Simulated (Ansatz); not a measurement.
**BH₃···F (doublet): density, localisation and related maps**

Input file:

```
crystal:
  periodic: [false, false, false]
  atoms:
    - { symbol: B, position_ang: [0.0, 0.0, 0.0] }
    - { symbol: H, position_ang: [0.0, 0.0, 1.44] }
    - { symbol: H, position_ang: [1.0305, 0.0, -0.595] }
    - { symbol: H, position_ang: [-1.0305, 0.0, -0.595] }
    - { symbol: F, position_ang: [0.0, 0.0, 2.66] }
magnetization:
  spin_polarized: true
  initial_magnetization: 1
basis:
  gaussian: { orbitals: def2-SVP }
hamiltonian:
  xc: cam_b3lyp
  dispersion: d4
relax:
  f_tol: 0.15
  max_steps: 25
  restrain:
    - { distance: [1, 4], at: 2.12, k: 30.0 }
    - { distance: [0, 1], at: 1.19, k: 30.0 }
output:
  orbitals: {}
```

Command:

```sh
ansatz run input.yaml --threads 2 --pin off --max-ram 3072MiB --backend cpu --events-out ev --progress --plain --runs-dir out
```

The fields are those of the run's last geometry, not of the input's.

Not at a stationary point (largest force 0.5 eV/Å).

Computed with UKS CAM-B3LYP-D4/def2-SVP in Ansatz.

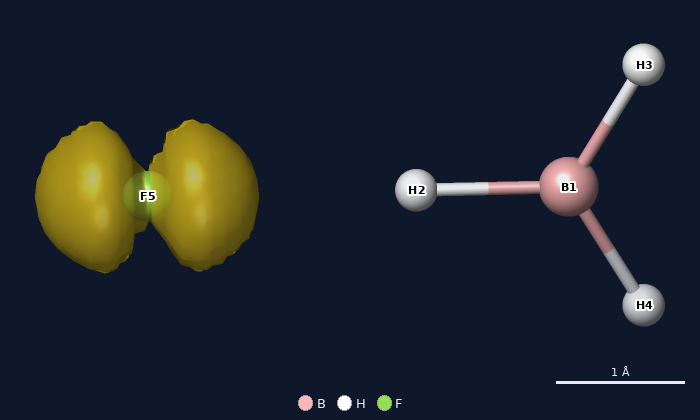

Figure 1. Isosurface of the spin density (α minus β) at +0.15 e/Å³ (yellow), seen at a tilt.

### Where is the unpaired spin?

The unpaired spin (1 electron) lies mostly on F5 (about 0.9), in electrons by Hirshfeld's partition.

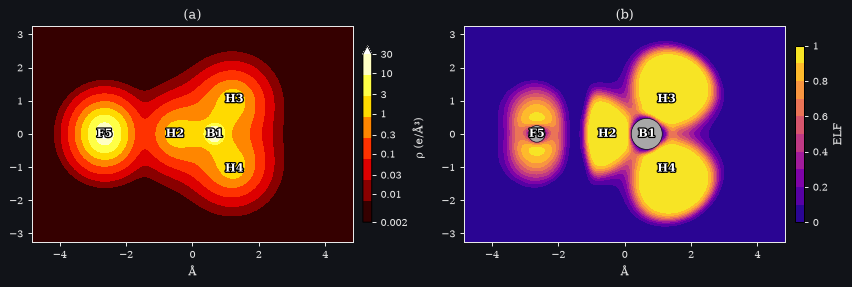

Figure 2. (a) total electron density; (b) ELF on the molecular plane. Grey discs cover the atomic cores in the ELF map.

### What do the fields say about this system?

Atoms in the plane: B, H and F.
F5···H2 (2.11 Å): the density falls to about 0.11 e/Å³ on the way; the ELF dips to about 0.05 between them.
B–H (1.20 Å): ρ at the midpoint is about 1.2 e/Å³; the ELF climbs to about 1 towards the hydrogen, as it does in any bond to H: an ordinary covalent bond to hydrogen.

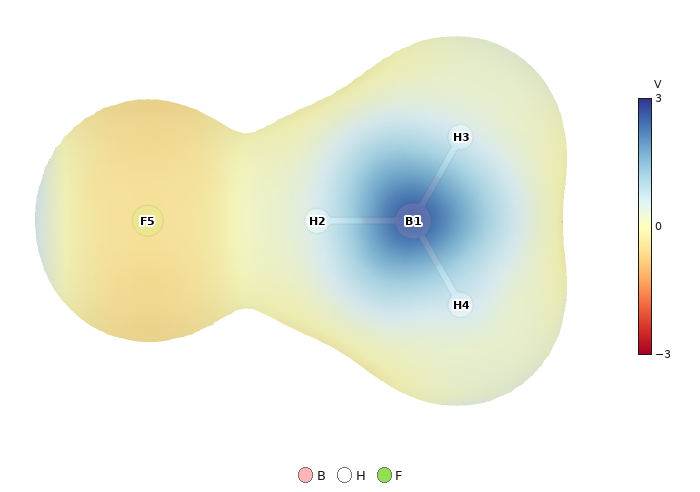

Figure 3. The electrostatic potential painted on the density surface at 0.002 e/bohr³, seen across its widest extent; red is negative and blue positive.

### Which sites attract a positive test charge, and which a negative one?

A positive charge is drawn to the negative regions and a negative charge to the positive ones. The most negative region (about −0.6 V) lies over F5, the most positive (about +2.4 V) over B1.

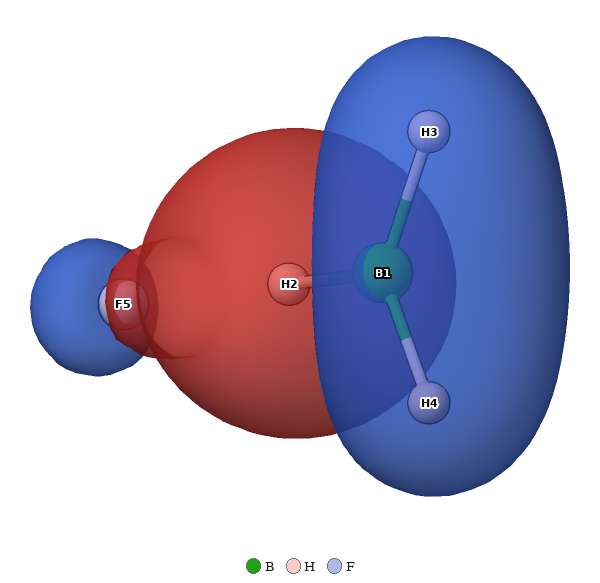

Figure 4. The HOMO (β) at ±0.1 Å⁻³ᐟ² (blue and red are the two phases), seen at an oblique angle.

### Describe this orbital and give its energy.

Its weight (Hirshfeld) is mainly on B1 (about 40 %), H2 (about 30 %), H3 (about 10 %) and H4 (about 10 %); it is symmetric in the molecular plane (an in-plane orbital: σ, lone-pair or in-plane π type). Its energy is −11.60 eV.
